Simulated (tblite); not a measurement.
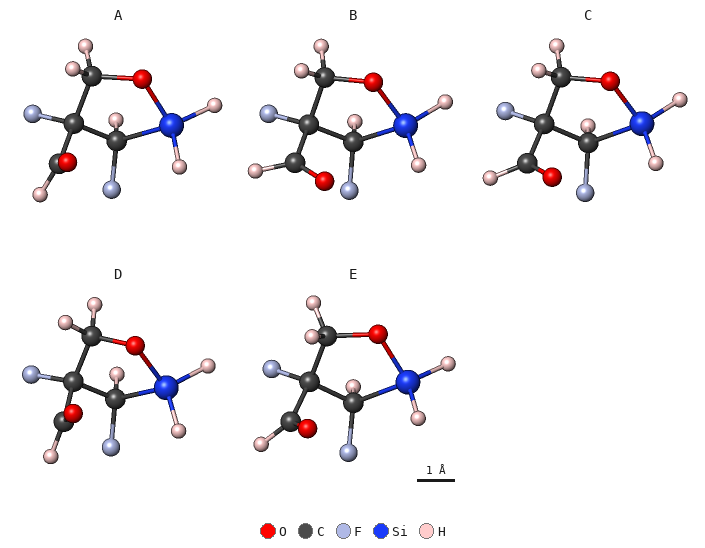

5 geometries from one relaxation of C4H6F2O2Si, in shuffled order. The picture is a ball-and-stick view, seen at a tilt.

Level of theory: tblite 0.8.0, GFN2-xTB geometry optimisation, gas phase. 

Question: Put them in the order of the run, from the start to the converged end.

Answer: D, A, E, C, B. They are steps 0, 20, 41, 65, 101, at +0.711 eV, +0.127 eV, +0.056 eV, +0.029 eV relative to the last. The largest move after the best rigid fit is that of an H atom, 1.16 Å. By element the largest moves are H 1.16 Å, O 0.97 Å, Si 0.15 Å, F 0.14 Å, C 0.11 Å. Some distances before and after: O–Si 1.723 → 1.641 Å, C–Si 1.869 → 1.930 Å, C–C 1.495 → 1.546 Å, C–O 1.230 → 1.196 Å. Among the angles between lasting bonds that change: C–O–Si 107.2° → 116.2°, C–C–H 120.0° → 114.2°, F–C–H 111.5° → 105.9°. Groups turn about C–C by about 65°. After 101 geometry steps the energy has fallen by 0.711 eV. Cost: 1.3 s on 1 thread of Arm Neoverse N1 (shared host).
